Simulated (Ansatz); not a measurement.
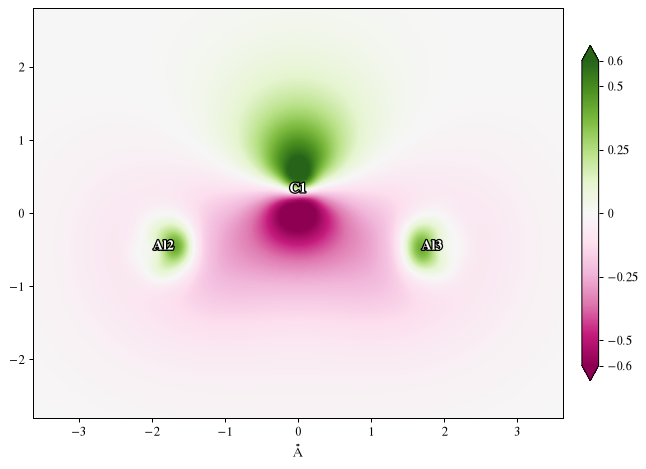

The picture shows: CH2Al2 (charge +1, doublet). The HOMO−1 (β) on the plane of atoms Al2, C1 and Al3 (values in Å⁻³ᐟ²; the overall sign is arbitrary).

Geometry: PBE0-D3(BJ)/def2-SVP.

Level of theory: Ansatz, isolated molecule in a Gaussian basis; Kohn-Sham density functional theory, functional PBE0.

```xyz
5

C     0.1773   -0.2139   -0.6619
Al    2.0526   -0.5964   -1.2272
Al   -1.5086   -1.2818   -0.6597
H    -0.0912    0.7039   -1.2380
H     0.2827    0.1172    0.3991
```

**Where does this orbital lie, and at what energy?**

It lies mainly on C1 (about 45 %), Al2 (about 20 %), Al3 (about 20 %), H4 (about 10 %) and H5 (about 10 %). Its energy is −14.90 eV.
